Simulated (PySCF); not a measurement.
## Electronic structure of C₃H₈NOSi (SMILES C=C[CH]O[SiH2]N) (doublet) in real space

Input file:

```
{"job": {"kind": "epr", "basis": "pcH-1"}, "charge": 0, "multiplicity": 2}
C     -2.614316     0.367339    -0.395871
C     -2.029006     0.220431     0.830009
C     -0.720258    -0.178859     1.043685
O      0.098235    -0.478230     0.029603
Si     1.700280    -0.771316    -0.040773
N      2.533901     0.616275     0.553352
H     -3.634929     0.685668    -0.495419
H     -2.061053     0.165723    -1.295068
H     -2.607686     0.429320     1.719873
H     -0.317442    -0.255332     2.044004
H      2.119386    -1.849153     0.853751
H      1.780809    -1.090361    -1.462266
H      2.212270     1.530739     0.273918
H      3.539132     0.607284     0.599061
```

Launched as:

```sh
OMP_NUM_THREADS=1 python probes_run.py task.json out
```

Geometry: GFN2-xTB.

These are results of UKS B3LYP, pcH-1 on C H N O Si, non-relativistic, mean-field spin-orbit, GIAO in PySCF, not measurements.

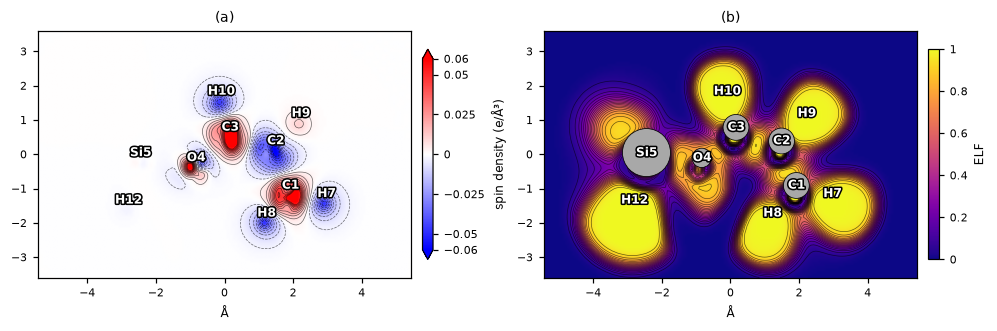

Figure 1. (a) spin density; (b) electron localisation function on the plane of atoms C1, C2 and H9. Grey discs cover the atomic cores in the ELF map.

Question: What does the map show?

Answer: Atoms in the plane: C, O, Si and H. C–O (1.34 Å): the ELF peaks at about 0.85 between the atoms, as expected for a polar covalent bond. C–C (1.37 Å): the ELF is about 0.50 at the midpoint and 0.15 at its lowest between the atoms. Si–O (1.63 Å): the ELF peaks at about 0.90 between the atoms: a polar covalent bond. C–H (1.07 Å): the ELF climbs to about 1 towards the hydrogen, as it does in any bond to H (a covalent bond by its length). Si–H (1.46 Å): the ELF climbs to about 1 towards the hydrogen. The ELF also peaks beside O4, away from the bonds: non-bonding electrons, paired or unpaired. The unpaired spin (1 electron) lies mostly on C1 (about 0.4), C3 (about 0.4) and O4 (about 0.1), in electrons by Hirshfeld's partition.

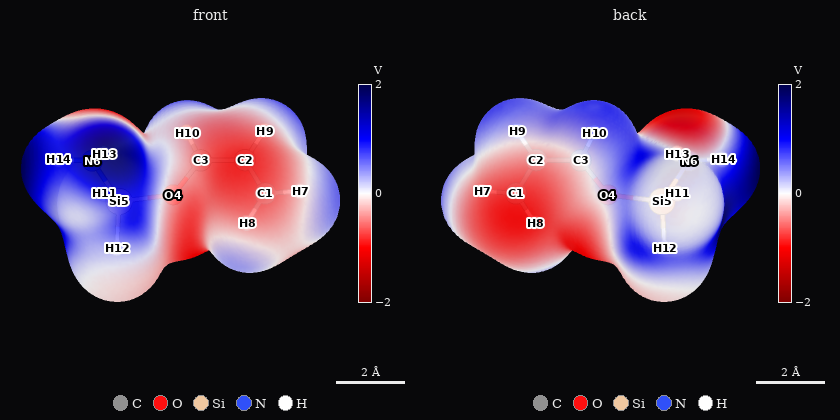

Figure 2. The electrostatic potential painted on the density surface at 0.002 e/bohr³, seen from the front and from behind; the colour scale runs from red (negative) to blue (positive).

Question: Describe the electrostatic potential map.

Answer: The most negative region (about −1.1 V, or −25 kcal/mol for a unit charge) lies over N6, the most positive (about +1.9 V, or +44 kcal/mol for a unit charge) over Si5 and H14. N6 is the likeliest acceptor of a hydrogen bond.
